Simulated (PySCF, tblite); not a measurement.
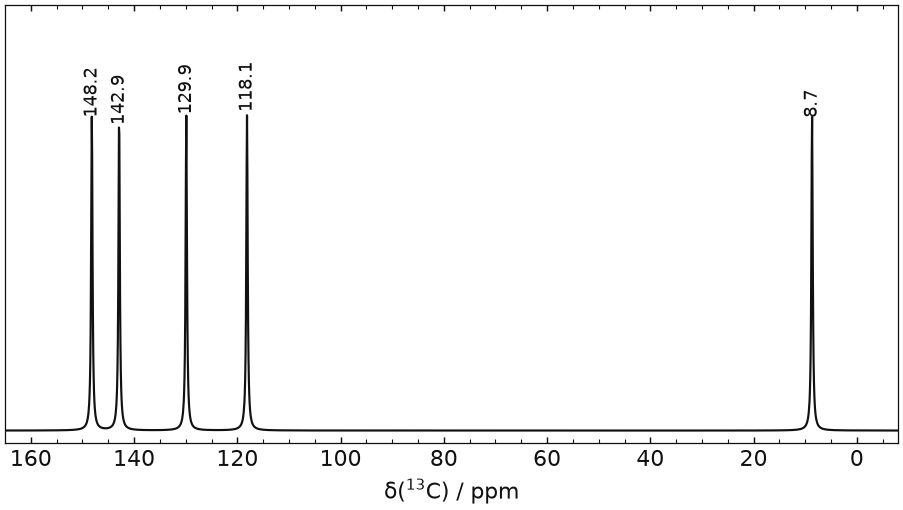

GIAO shifts, PBE0/pcSseg-1, PySCF 2.14.0, at a GFN2-xTB geometry (a minimum by its frequencies), against TMS for ¹³C computed at the same level. Gas phase, fully decoupled, line heights follow the number of nuclei, widths are arbitrary (no quadrupolar broadening); values of one conformer, averaged over nuclei that symmetry or rotation about single bonds exchange, these motions taken as fast; other conformers aren't averaged in.

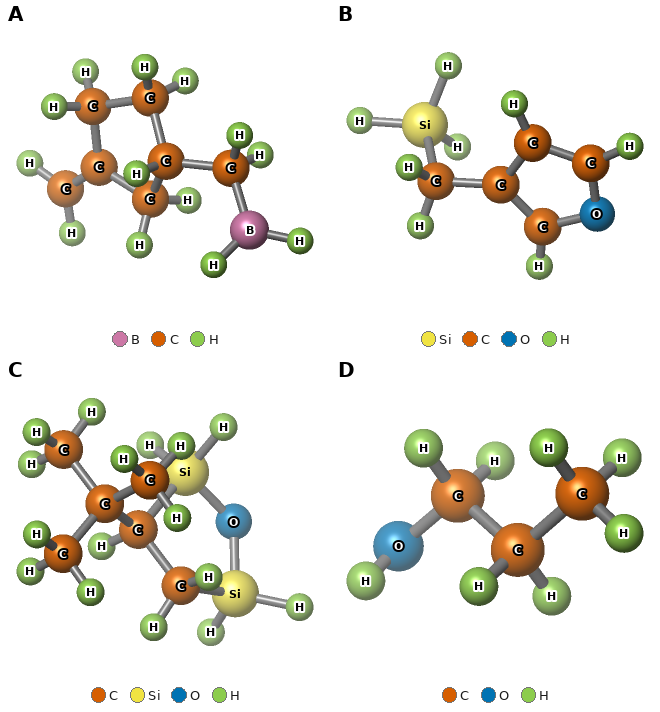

**Which structure fits the spectrum? Choose among the lettered structures.**

Structure B, C₅H₈OSi, SMILES [SiH3]Cc1ccoc1. Its ¹³C signals: 148.2 (1 C), 142.9 (1 C), 129.9 (1 C), 118.1 (1 C), 8.7 (1 C) ppm.

Known limits of this run: the tight-binding geometry is rougher than a DFT one and adds to the error.
